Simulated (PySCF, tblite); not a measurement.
# C4H5ClO: deprotonation, NMR shifts, part 3 of 3

tblite 0.8.0 and PySCF 2.14.0. Atoms count from 0. Earlier steps stand in the parts before.

## 17. NMR shifts (C4H4ClO−, Cl[C@@H]1[C-]=COC1): GIAO PBE0/pcSseg-1

What the job is given:

```
{"job": {"kind": "nmr", "xc": "PBE0", "basis": "pcSseg-1", "pop": false}, "charge": -1, "multiplicity": 1}
Cl    -1.930219    -1.098690     0.937944
C     -0.606005    -0.572817    -0.221474
C      0.757896    -0.995554     0.244645
C      1.381610     0.161249     0.396240
O      0.650215     1.406632     0.103122
C     -0.605183     0.980202    -0.320419
H     -0.933438    -1.044698    -1.154873
H      2.404154     0.371467     0.677489
H     -1.388961     1.437422     0.299798
H     -0.772100     1.290347    -1.367222
```

Method: GIAO PBE0/pcSseg-1 NMR shielding, non-relativistic, gas phase.

The log of the run:

```text
coarse grid: 9536 points
cycle   1  E = -689.5707124965  dE =  8.074e-01  |g| = 6.654e-01  |ddm| = 2.930e+00
cycle   2  E = -689.5217097317  dE =  4.900e-02  |g| = 8.490e-01  |ddm| = 2.071e+00
cycle   3  E = -689.6763150492  dE = -1.546e-01  |g| = 8.474e-02  |ddm| = 1.137e+00
cycle   4  E = -689.6775682773  dE = -1.253e-03  |g| = 3.781e-02  |ddm| = 1.014e-01
cycle   5  E = -689.6778268547  dE = -2.586e-04  |g| = 1.391e-02  |ddm| = 4.675e-02
cycle   6  E = -689.6778643908  dE = -3.754e-05  |g| = 5.301e-03  |ddm| = 1.821e-02
cycle   7  E = -689.6778706128  dE = -6.222e-06  |g| = 1.754e-03  |ddm| = 6.130e-03
final grid: 89280 points
cycle   8  E = -689.7250459409  dE = -1.706e-05  |g| = 1.092e-02  |ddm| = 2.476e-02
cycle   9  E = -689.7250169206  dE =  2.902e-05  |g| = 1.662e-02  |ddm| = 1.994e-02
cycle  10  E = -689.7250684944  dE = -5.157e-05  |g| = 1.545e-03  |ddm| = 1.152e-02
cycle  11  E = -689.7250689342  dE = -4.398e-07  |g| = 5.474e-04  |ddm| = 1.858e-03
cycle  12  E = -689.7250690028  dE = -6.864e-08  |g| = 1.435e-04  |ddm| = 6.122e-04
cycle  13  E = -689.7250690080  dE = -5.131e-09  |g| = 2.626e-05  |ddm| = 1.784e-04
cycle  14  E = -689.7250690081  dE = -1.404e-10  |g| = 1.040e-05  |ddm| = 3.625e-05
converged SCF energy = -689.7250690081

GIAO shielding tensors (ppm)
atom      isotropic    diamagn.    paramagn.     s11        s22        s33       span
  0 Cl     728.522    1147.385    -418.863    466.439    646.663   1072.464    606.025
  1 C       88.559     247.152    -158.593     40.193    105.233    120.250     80.057
  2 C       34.197     259.107    -224.911   -108.639     29.578    181.651    290.289
  3 C       44.911     253.828    -208.917    -37.865     42.711    129.889    167.754
  4 O      175.593     400.500    -224.907     72.884    126.186    327.709    254.825
  5 C      111.857     243.736    -131.878     90.904    101.347    143.321     52.417
  6 H       25.575      30.797      -5.222     21.413     25.512     29.801      8.388
  7 H       26.873      31.362      -4.489     22.602     27.076     30.941      8.339
  8 H       28.219      29.855      -1.635     24.140     28.546     31.972      7.832
  9 H       28.326      30.032      -1.707     23.254     28.237     33.486     10.233
```

It took 15 s on 1 thread of Intel Xeon at 2.70GHz, shared host; peak memory 0.69 GiB.

The references, computed at this level on geometries of the same kind, shield at (ppm): 1H TMS 31.72, 13C TMS 186.9, 17O H2O 336.1, 35Cl HCl 950. Their shielding less the atom's gives the shift. The references are single molecules in the gas phase, so shifts against H2O, NH3, PH3, H3PO4 or CFCl3 are not on the usual liquid scales and can be off by tens of ppm.

```
atoms                                  environment  σ (ppm)  δ (ppm)
   C2                             carbanion centre     34.2    152.7
   C3                 alkene carbon bearing oxygen     44.9    142.0
   C1                          sp3 CH bonded to Cl     88.6     98.4
   C5                          sp3 CH2 bonded to O    111.9     75.1
   H6           hydrogen on an sp3 CH bonded to Cl    25.58     6.14
   H7  hydrogen on an alkene carbon bearing oxygen    26.87     4.84
   H8           hydrogen on an sp3 CH2 bonded to O    28.22     3.50
   H9           hydrogen on an sp3 CH2 bonded to O    28.33     3.39
  Cl0                         chlorine bonded to C      729      221
   O4                                 ether oxygen    175.6    160.5
```

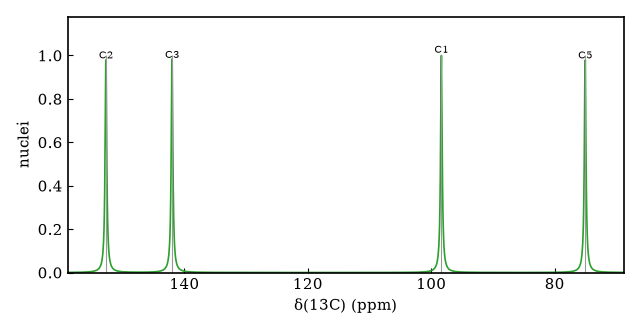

13C lines at the computed shifts, without couplings. Lines are broadened to a width of 0.31 ppm (Lorentzian).

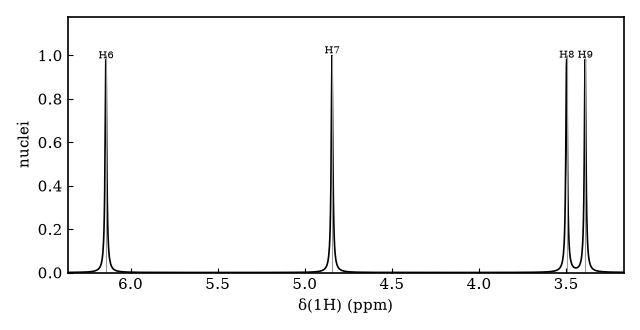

1H lines at the computed shifts, without couplings. Lines are broadened to a width of 0.01 ppm (Lorentzian).

Ring of atoms C1, C2, C3, O4, C5: NICS(0) -7.0, NICS(1) -5.0, NICS(1)zz -9.5 ppm (means of both faces).

## 18. Spectra of the species

What the job is given:

```
{"job": {"kind": "ac", "level": {"xc": "M06-2X", "basis": "ma-def2-TZVP", "grid": 3, "solvents": ["tetrahydrofuran"]}, "spectra": true}, "charge": 0, "multiplicity": 1}
Cl    -1.857377    -1.114535     1.025123
C     -0.671579    -0.580455    -0.241851
C      0.720250    -0.919702     0.168253
C      1.375828     0.213472     0.401855
O      0.671957     1.340996     0.159254
C     -0.605434     0.950645    -0.336408
H     -1.014920    -1.062344    -1.156397
H      1.070645    -1.920909     0.307767
H      2.384051     0.368056     0.740133
H     -1.377155     1.445915     0.256587
H     -0.685417     1.284201    -1.376243
```

The log of the run:

```text
nmr Cl[C@@H]1C=COC1 +0: GIAO PBE0/pcSseg-1 NMR shielding, non-relativistic, gas phase
nmr Cl[C-]1C=COC1 -1: GIAO PBE0/pcSseg-1 NMR shielding, non-relativistic, gas phase
nmr Cl[C@@H]1[C-]=COC1 -1: GIAO PBE0/pcSseg-1 NMR shielding, non-relativistic, gas phase
```

Wall time 51 s (1 thread of Intel Xeon at 2.70GHz, shared host); peak memory 0.69 GiB.

This step only lists the spectra that were run on the species above.

## 19. Summary of results

This closing draws on all 3 parts.

| quantity | value |
| --- | --- |
| strongest single infrared mode (GFN2-xTB) | 1653 cm⁻¹, 112 km/mol |
| zero-point energy (GFN2-xTB) | 50.9 kcal/mol |
| ΔH of deprotonation, C1 (M06-2X/ma-def2-TZVP) | 1612.0 kJ/mol |
| ΔH of deprotonation, C2 (M06-2X/ma-def2-TZVP) | 1617.8 kJ/mol |
| 13C shifts against TMS (PBE0/pcSseg-1) | 158.8, 107.5, 81.9, 69.8 ppm |
| 1H shifts against TMS (PBE0/pcSseg-1) | 6.56, 5.41, 5.29, 4.75, 4.71 ppm |
| 35Cl shifts against HCl (PBE0/pcSseg-1) | 263 ppm |
| 17O shifts against H2O (PBE0/pcSseg-1) | 144.0 ppm |

**Reading.** All 27 modes are real, so the xTB geometry is a minimum. The strongest single mode, at 1653 cm⁻¹, moves mainly C3 and C2. GFN2-xTB is a fitted tight-binding method: band positions and strengths are rough. Its intensities can rank the bands wrongly. At M06-2X/ma-def2-TZVP the ΔH of deprotonation runs from 1612.0 kJ/mol (C1) to 1617.8 kJ/mol (C2). The most deshielded carbon is C3 (alkene carbon bearing oxygen), at 158.8 ppm: an sp2 carbon further deshielded by the attached heteroatom. H8 (hydrogen on an alkene carbon bearing oxygen) lies farthest downfield among hydrogen, at 6.56 ppm; a vinylic proton, deshielded by the sp2 carbon and the C=C anisotropy. At PBE0/pcSseg-1: The widest tensor belongs to Cl0: span 609 ppm, with a paramagnetic part of -460 ppm.
